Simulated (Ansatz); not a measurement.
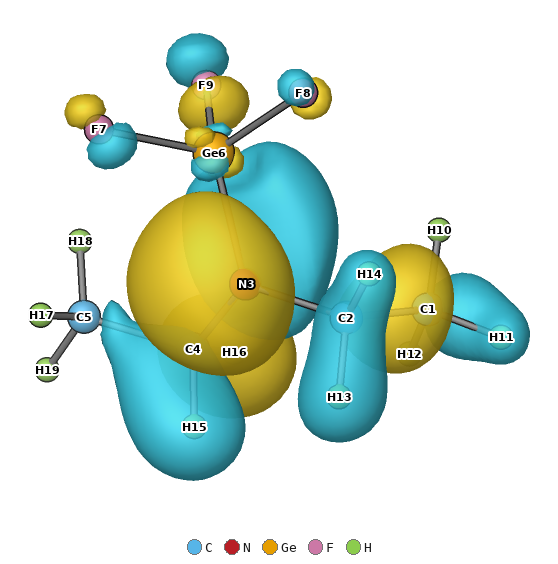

Figure. C$_{4}$H$_{10}$F$_{3}$GeN (SMILES CC[N](CC)[Ge]([F])([F])[F]). The HOMO at ±0.08 Å⁻³ᐟ² (yellow and cyan are the two phases), seen at a tilt.

Geometry: PBE0-D4/def2-TZVP.

Theory: RKS PBE0-D4/def2-TZVPP in Ansatz 0.2.0.

```xyz
19

C    -0.6827   -2.1909   -0.5733
C    -0.6566   -1.3014    0.6581
N    -0.0392    0.0040    0.4590
C    -0.7872    0.9478   -0.3567
C    -0.1726    2.3309   -0.3640
Ge    1.7264    0.1598    0.6451
F     2.2234    1.4683    1.6281
F     2.3406   -1.2514    1.3928
F     2.6317    0.3790   -0.7972
H     0.3317   -2.4147   -0.9136
H    -1.1766   -3.1383   -0.3450
H    -1.2240   -1.7256   -1.3995
H    -1.6785   -1.1219    1.0135
H    -0.1336   -1.8133    1.4687
H    -1.8008    1.0004    0.0599
H    -0.8881    0.5897   -1.3897
H    -0.0841    2.7320    0.6473
H     0.8204    2.3308   -0.8258
H    -0.7921    3.0106   -0.9513
```

Describe this orbital and give its energy.

Answer. By Hirshfeld shares it lies mainly on N3 (about 50 %), Ge6 (about 10 %), C4 (about 10 %), C2 (about 5 %) and C1 (about 5 %). Its energy is −7.29 eV.
